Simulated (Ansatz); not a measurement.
# Tunnelling across a broken Sb chain: predicting one gap

**Method.** Ansatz 0.2.0, plane waves with PAW datasets at the program's default cutoffs, Fermi-Dirac smearing of 0.05 eV, chains in boxes 7.5 Å wide or more, moments seeded when the perfect chain is relaxed. PBE, no spin-orbit coupling; one bond is opened by s Å beyond its relaxed length, the other atoms of a straight cell of 12 kept, without spin, and the conductance taken at 300 K.

| run | G (G₀) | largest error term (%) | s | ln G |
| --- | --- | --- | --- | --- |
| +1.2 Å | 0.8601 | 6 | 1.2 | −0.1507 |
| +1.8 Å | 0.2498 | 8 | 1.8 | −1.387 |
| +2.5 Å | 0.05288 | 10 | 2.5 | −2.94 |
| +3.3 Å | 0.008765 | 13 | 3.3 | −4.737 |

One run is withheld: run = +4.2 Å, with s = 4.2. Fit a straight line ln G = a + b × s to the 4 rows shown and predict it.

**Fit.** The means are 2.2 for s and −2.304 for ln G. The sum of products of deviations is −5.387 and the sum of squares in s is 2.46, so b = −5.387 / 2.46 = −2.19 and a = −2.304 − (−2.19) × 2.2 = 2.514. The residuals' standard deviation, with 2 degrees of freedom, is σ = 0.045.

**Prediction.** ln G = 2.514 + (−2.19) × 4.2 = −6.683, that is 0.00125 G₀. The run gave 0.00116 G₀ (ln G = −6.763), so the prediction less the run is +0.08. The standard error of a prediction there, σ√(1 + 1/4 + (4.2 − 2.2)²/2.46), is 0.076, and the miss is 1 times that, for a point outside the fitted range. With so few rows σ is itself uncertain.

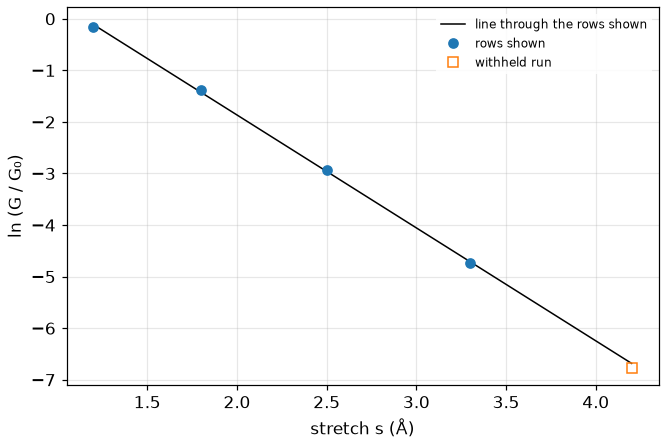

The fitted line, the rows shown and the withheld run.

Caveats: Between neighbouring runs the slope of ln G lies between −2.25 and −2.06 per Å, so one exponential is an approximation. Error terms (up to 16 %, withheld run included) bound how much a small miss can mean. Broken ends may want a moment where none was allowed. No image potential, spin-orbit coupling or relaxation; a bent or dimerised chain may be lower in energy. Series of this kind are told only where this holds: one magnetic state in all runs, error terms under 60 %, and the runs' own leads conduct as the perfect chain does. 36 of 42 did.
